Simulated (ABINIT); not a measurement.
**CsH (Pm-3m): G0W0 in ABINIT against the bands in the screening**

Aim: move the bands in the screening of a G0W0 run on CsH (Pm-3m) over a wide range.

Program: ABINIT 10.8.3. Level of theory: LDA and many-body steps on it, plane waves. Results are calculated unless marked as measured.

## 1. Starting point

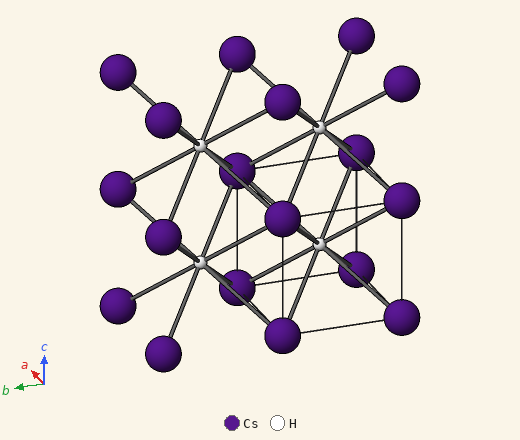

The starting structure, seen from a free direction (caesium purple, hydrogen white). 1×2×2 cells are drawn. Some periodic images of atoms are drawn too.

The cell and positions are those that the Materials Project relaxed with its own functionals (PBE, PBE+U or r2SCAN), kept fixed. Spin-orbit coupling is left out unless a step names it.

## 2. Screening, 4×4×4 mesh, 13 bands, screening to 106.1 eV

This step: ABINIT 10.8.3; RPA screening on LDA, plane waves, norm-conserving pseudopotentials.

The RPA dielectric matrix is built and inverted for each q.

File run.abi:

```
acell 3*1.0 Angstrom
rprim 
  3.818408540000 0.000000000000 0.000000000000
  0.000000000000 3.818408540000 0.000000000000
  0.000000000000 0.000000000000 3.818408540000
ntypat 2
znucl 55 1
natom 2
typat 1 2
xred 
  0.000000000000 0.000000000000 0.000000000000
  0.500000000000 0.500000000000 0.500000000000
pp_dirpath "pseudos"
pseudos "Cs.upf, H.upf"
ecut 31
ngkpt 4 4 4
nshiftk 1
shiftk 0 0 0
kptopt 1
chksymbreak 0
istwfk *1
occopt 1
irdwfk 1
optdriver 3
nband 13
ecuteps 3.9
inclvkb 2
awtr 1
symchi 1
indata_prefix "in"
outdata_prefix "out"
tmpdata_prefix "tmp"
```

Launch:

```console
$ OMP_NUM_THREADS=1 mpirun -n 4 abinit run.abi > log
```

The log of the run:

```text
.Version 10.8.3 of ABINIT. v10.8.2 released Aug 2026.

 Symmetries : space group Pm -3 m (#221); Bravais cP (primitive cubic)
[... echo of the input left out ...]
== DATASET  1 ==================================================================
-   mpi_nproc: 4, omp_nthreads: 1 (-1 if OMP is not activated)

--- !DatasetInfo
iteration_state: {dtset: 1, }
dimensions: {natom: 2, nkpt: 10, mband: 13, nsppol: 1, nspinor: 1, nspden: 1, mpw: 3136, }
cutoff_energies: {ecut:  31.0, pawecutdg:  -1.0, }
electrons: {nelect:   1.00000000E+01, charge:   0.00000000E+00, occopt:   1.00000000E+00, tsmear:   1.00000000E-02, }

 SCREENING: Calculation of the susceptibility and dielectric matrices

 Based on a program developped by R.W. Godby, V. Olevano, G. Onida, and L. Reining.
 Incorporated in ABINIT by V. Olevano, G.-M. Rignanese, and M. Torrent.
.Using double precision arithmetic ; gwpc =  8

[... cell and pseudopotentials left out ...]
--------------------------------------------------------------------------------

 ==== K-mesh for the wavefunctions ====
 Number of points in the irreducible wedge :    10
[... list of points left out ...]
 Together with 48 symmetry operations and time-reversal symmetry
 yields    64 points in the full Brillouin Zone.

 ==== Q-mesh for the screening function ====
 Number of points in the irreducible wedge :    10
[... list of points left out ...]
 Together with 48 symmetry operations and time-reversal symmetry
 yields    64 points in the full Brillouin Zone.

 setmesh: FFT mesh size selected  =    25x   25x   25
          total number of points  =        15625

 vcoul_init : cutoff-mode = AUXILIARY_FUNCTION
 q-points for optical limit:   1
     1)      0.000010    0.000020    0.000030

- screening: taking advantage of time-reversal symmetry
- Maximum band index for partially occupied states nbvw = 5
- Remaining bands to be divided among processors   nbcw = 8
- Number of bands treated by each node ~2

 Number of electrons calculated from density =   10.0000; Expected =   10.0000
 average of density, n =  0.026617
 r_s =    2.0777
 omega_plasma =   15.7374 [eV]

 calculating chi0 at frequencies [eV] :
  1    0.000000E+00    0.000000E+00
  2    0.000000E+00    1.573743E+01

--------------------------------------------------------------------------------
  q-point number  1        q = ( 0.000000, 0.000000, 0.000000) [r.l.u.]
--------------------------------------------------------------------------------
[... chi0 elements left out ...]
 For q-point:  0.000010 0.000020 0.000030
  dielectric constant =   3.7966
  dielectric constant without local fields =   4.2818

  Average fulfillment of the sum rule on Im[epsilon] for q-point    1 :     26.89  [%]
[... wings left out ...]
  q-point number  2        q = ( 0.250000, 0.000000, 0.000000) [r.l.u.]
--------------------------------------------------------------------------------
[... chi0 elements left out ...]
  Average fulfillment of the sum rule on Im[epsilon] for q-point    2 :     72.19  [%]

 [... 8 further q-points ...]
```

Elapsed: 2.6 s, on 4 MPI ranks of Arm Neoverse V2, shared host; peak memory 0.11 GiB; 10 s of CPU time.

This step gave:

* ε∞ with local fields, on this mesh, along the program's q direction: 3.797
* the same without local fields: 4.282
* plasma frequency: 15.74 eV
* plane waves in the screening matrix: 147

Local fields lower ε∞ by 11 %. On a Γ-centred mesh this coarse the value itself is usually too large, while a short band sum pulls it down.

## 3. 13 bands

The self-energy is evaluated for the states that the input lists, and the levels follow from it, in one-shot runs by the linearised quasiparticle equation.

This step: G0W0 on LDA, plane waves, norm-conserving pseudopotentials.

run.abi, as its differences from that of step 2:

```diff
@@ -23,8 +23,19 @@
 irdwfk 1
-optdriver 3
-nband 13
+optdriver 4
+nband 27
+gwcalctyp 0
+ecutsigx 31
+symsigma 1
+nkptgw 3
+kptgw 
+  0.5000000000 0.5000000000 0.5000000000
+  0.5000000000 0.0000000000 0.0000000000
+  0.0000000000 0.0000000000 0.0000000000
+bdgw 
+  2 8
+  3 7
+  2 7
 ecuteps 3.9
-inclvkb 2
-awtr 1
-symchi 1
+irdscr 1
+ppmodel 1
 indata_prefix "in"
```

The log of the run:

```text
.Version 10.8.3 of ABINIT. v10.8.2 released Aug 2026.

 Symmetries : space group Pm -3 m (#221); Bravais cP (primitive cubic)
[... echo of the input left out ...]
== DATASET  1 ==================================================================
-   mpi_nproc: 4, omp_nthreads: 1 (-1 if OMP is not activated)

--- !DatasetInfo
iteration_state: {dtset: 1, }
dimensions: {natom: 2, nkpt: 10, mband: 27, nsppol: 1, nspinor: 1, nspden: 1, mpw: 3136, }
cutoff_energies: {ecut:  31.0, pawecutdg:  -1.0, }
electrons: {nelect:   1.00000000E+01, charge:   0.00000000E+00, occopt:   1.00000000E+00, tsmear:   1.00000000E-02, }

 SIGMA: Calculation of the GW corrections

 Based on a program developped by R.W. Godby, V. Olevano, G. Onida, and L. Reining.
 Incorporated in ABINIT by V. Olevano, G.-M. Rignanese, and M. Torrent.
.Using double precision arithmetic ; gwpc =  8

[... cell and pseudopotentials left out ...]
--------------------------------------------------------------------------------

 ==== K-mesh for the wavefunctions ====
 Number of points in the irreducible wedge :    10
[... list of points left out ...]
 Together with 48 symmetry operations and time-reversal symmetry
 yields    64 points in the full Brillouin Zone.

 ==== Q-mesh for screening function ====
 Number of points in the irreducible wedge :    10
[... list of points left out ...]
 Together with 48 symmetry operations and time-reversal symmetry
 yields    64 points in the full Brillouin Zone.

 vcoul_init : cutoff-mode = AUXILIARY_FUNCTION
 q-points for optical limit:   1
     1)      0.000010    0.000020    0.000030
 setmesh: FFT mesh size selected  =    40x   40x   40
          total number of points  =        64000

 Number of electrons calculated from density =   10.0000; Expected =   10.0000
 average of density, n =  0.026617
 r_s =    2.0777
 omega_plasma =   15.7374 [eV]

 === KS Band Gaps ===
  >>>> For spin  1
   Minimum direct gap =   2.4881 [eV], located at k-point      :   0.5000  0.5000  0.5000
   Fundamental gap    =   2.2974 [eV], Top of valence bands at :   0.5000  0.5000  0.5000
                                       Bottom of conduction at :   0.5000  0.0000  0.0000
 SIGMA fundamental parameters:
 PLASMON POLE MODEL  1
 number of plane-waves for SigmaX                 3071
 number of plane-waves for SigmaC and W            147
 number of plane-waves for wavefunctions          3071
 number of bands                                    27
 number of independent spin polarizations            1
 number of spinorial components                      1
 number of k-points in IBZ                          10
 number of q-points in IBZ                          10
 number of symmetry operations                      48
 number of k-points in BZ                           64
 number of q-points in BZ                           64
 number of frequencies for dSigma/dE                 9
 frequency step for dSigma/dE [eV]                0.25
 number of omega for Sigma on real axis              0
 max omega for Sigma on real axis  [eV]           0.00
 zcut for avoiding poles [eV]                     0.10

 EPSILON^-1 parameters (SCR file):
 dimension of the eps^-1 matrix on file            147
 dimension of the eps^-1 matrix used               147
 number of plane-waves for wavefunctions          3071
 number of bands                                    13
 number of q-points in IBZ                          10
 number of frequencies                               2
 number of real frequencies                          1
 number of imag frequencies                          1

 matrix elements of self-energy operator (all in [eV])

 Perturbative Calculation

--- !SelfEnergy_ee
iteration_state: {dtset: 1, }
kpoint     : [   0.500,    0.500,    0.500, ]
spin       : 1
KS_gap     :    2.488
QP_gap     :    4.393
Delta_QP_KS:    1.905
data: !SigmaeeData |
     Band     E0 <VxcDFT>   SigX SigC(E0)      Z dSigC/dE  Sig(E)    E-E0       E
        2  -6.265 -12.525 -17.202   2.991   0.779  -0.284 -13.838  -1.313  -7.578
        3  -6.265 -12.525 -17.202   2.991   0.779  -0.284 -13.838  -1.313  -7.578
        4  -6.265 -12.525 -17.202   2.991   0.779  -0.284 -13.838  -1.313  -7.578
        5   2.652  -9.762 -12.821   2.253   0.768  -0.302 -10.381  -0.619   2.034
        6   5.141  -7.818  -3.689  -2.581   0.831  -0.204  -6.532   1.286   6.426
        7   5.141  -7.818  -3.689  -2.581   0.831  -0.204  -6.532   1.286   6.426
[...]
--- !SelfEnergy_ee
iteration_state: {dtset: 1, }
kpoint     : [   0.500,    0.000,    0.000, ]
spin       : 1
KS_gap     :    2.559
QP_gap     :    4.563
Delta_QP_KS:    2.003
data: !SigmaeeData |
     Band     E0 <VxcDFT>   SigX SigC(E0)      Z dSigC/dE  Sig(E)    E-E0       E
[...]
--- !SelfEnergy_ee
iteration_state: {dtset: 1, }
kpoint     : [   0.000,    0.000,    0.000, ]
spin       : 1
KS_gap     :    5.220
QP_gap     :    7.484
Delta_QP_KS:    2.264
data: !SigmaeeData |
     Band     E0 <VxcDFT>   SigX SigC(E0)      Z dSigC/dE  Sig(E)    E-E0       E
[...]
5   0.539  -8.712 -12.293   2.617   0.759  -0.317  -9.444  -0.731  -0.193
        6   5.759  -8.498  -3.789  -2.854   0.826  -0.210  -6.966   1.532   7.291
        7   5.759  -8.498  -3.789  -2.854   0.826  -0.210  -6.966   1.532   7.291

== END DATASET(S) ==============================================================
================================================================================

 -outvars: echo values of variables after computation  --------
           etotal      0.0000000000E+00
            nband          27
             nkpt          10
          spgroup         221
 [... the other variables as echoed above ...]

 Calculation completed.
```

Elapsed: 3.7 s, on 4 MPI ranks; peak memory 0.58 GiB.

Numbers from this step:

```
G0W0 gap on the points computed              : 4.249 eV
starting gap on the mesh                     : 2.297 eV
k of the valence top                         : 0.5, 0.5, 0.5
k of the conduction bottom                   : 0.5, 0, 0
Z at the valence top                         : 0.768
Z at the conduction bottom                   : 0.832
least direct G0W0 gap on the computed points : 4.392 eV
```

The gap on the mesh goes from 2.30 eV to 4.25 eV, a correction of +1.95 eV.

## 4. Screening, 4×4×4 mesh, 27 bands, screening to 106.1 eV

This step: RPA screening on LDA, plane waves, norm-conserving pseudopotentials.

run.abi, as its differences from that of step 3:

```diff
@@ -23,19 +23,8 @@
 irdwfk 1
-optdriver 4
+optdriver 3
 nband 27
-gwcalctyp 0
-ecutsigx 31
-symsigma 1
-nkptgw 3
-kptgw 
-  0.5000000000 0.5000000000 0.5000000000
-  0.5000000000 0.0000000000 0.0000000000
-  0.0000000000 0.0000000000 0.0000000000
-bdgw 
-  2 8
-  3 7
-  2 7
 ecuteps 3.9
-irdscr 1
-ppmodel 1
+inclvkb 2
+awtr 1
+symchi 1
 indata_prefix "in"
```

The log of the run:

```text
.Version 10.8.3 of ABINIT. v10.8.2 released Aug 2026.

 Symmetries : space group Pm -3 m (#221); Bravais cP (primitive cubic)
[... echo of the input left out ...]
== DATASET  1 ==================================================================
-   mpi_nproc: 4, omp_nthreads: 1 (-1 if OMP is not activated)

--- !DatasetInfo
iteration_state: {dtset: 1, }
dimensions: {natom: 2, nkpt: 10, mband: 27, nsppol: 1, nspinor: 1, nspden: 1, mpw: 3136, }
cutoff_energies: {ecut:  31.0, pawecutdg:  -1.0, }
electrons: {nelect:   1.00000000E+01, charge:   0.00000000E+00, occopt:   1.00000000E+00, tsmear:   1.00000000E-02, }

 SCREENING: Calculation of the susceptibility and dielectric matrices

 Based on a program developped by R.W. Godby, V. Olevano, G. Onida, and L. Reining.
 Incorporated in ABINIT by V. Olevano, G.-M. Rignanese, and M. Torrent.
.Using double precision arithmetic ; gwpc =  8

[... cell and pseudopotentials left out ...]
--------------------------------------------------------------------------------

 ==== K-mesh for the wavefunctions ====
 Number of points in the irreducible wedge :    10
[... list of points left out ...]
 Together with 48 symmetry operations and time-reversal symmetry
 yields    64 points in the full Brillouin Zone.

 ==== Q-mesh for the screening function ====
 Number of points in the irreducible wedge :    10
[... list of points left out ...]
 Together with 48 symmetry operations and time-reversal symmetry
 yields    64 points in the full Brillouin Zone.

 setmesh: FFT mesh size selected  =    25x   25x   25
          total number of points  =        15625

 vcoul_init : cutoff-mode = AUXILIARY_FUNCTION
 q-points for optical limit:   1
     1)      0.000010    0.000020    0.000030

- screening: taking advantage of time-reversal symmetry
- Maximum band index for partially occupied states nbvw = 5
- Remaining bands to be divided among processors   nbcw = 22
- Number of bands treated by each node ~5

 Number of electrons calculated from density =   10.0000; Expected =   10.0000
 average of density, n =  0.026617
 r_s =    2.0777
 omega_plasma =   15.7374 [eV]

 calculating chi0 at frequencies [eV] :
  1    0.000000E+00    0.000000E+00
  2    0.000000E+00    1.573743E+01

--------------------------------------------------------------------------------
  q-point number  1        q = ( 0.000000, 0.000000, 0.000000) [r.l.u.]
--------------------------------------------------------------------------------
[... chi0 elements left out ...]
 For q-point:  0.000010 0.000020 0.000030
  dielectric constant =   3.8240
  dielectric constant without local fields =   4.3476

  Average fulfillment of the sum rule on Im[epsilon] for q-point    1 :     51.74  [%]
[... wings left out ...]
  q-point number  2        q = ( 0.250000, 0.000000, 0.000000) [r.l.u.]
--------------------------------------------------------------------------------
[... chi0 elements left out ...]
  Average fulfillment of the sum rule on Im[epsilon] for q-point    2 :     87.04  [%]

 [... 8 further q-points ...]
```

Run time: 3.6 s. Hardware: 4 MPI ranks; peak memory 0.46 GiB.

This step gave:

| Quantity | Value |
| --- | --- |
| ε∞ with local fields, on this mesh, along the program's q direction | 3.824 |
| the same without local fields | 4.348 |
| plasma frequency | 15.74 eV |
| plane waves in the screening matrix | 147 |

(Continued in part 2 of 2.)

[Paths, hosts, dates, memory and timing lines, banners, echoed tables and standing remarks are left out of the program output.]

[Logs are printed without paths, hosts, clocks, repeated set-up lines and the standing remarks that a program may print on its own settings, such as how far it seeks lower states.]

[Runs of the session that timed out or met a known fault of the program may be left out.]

[Hosts, paths, dates, database ids (printed as entryN), source tags and the programs' standing remarks are cut or masked in the printed files.]

[G0W0 gaps are taken among the corrected bands and points alone; a level outside them can change the order at an edge.]

[Where Ansatz stands beside ABINIT at settings called matched, ABINIT's density can come from a denser mesh and the files from another edition; pairs whose starting gaps differed by over 0.03 eV were left out, so agreement reads better than it is.]
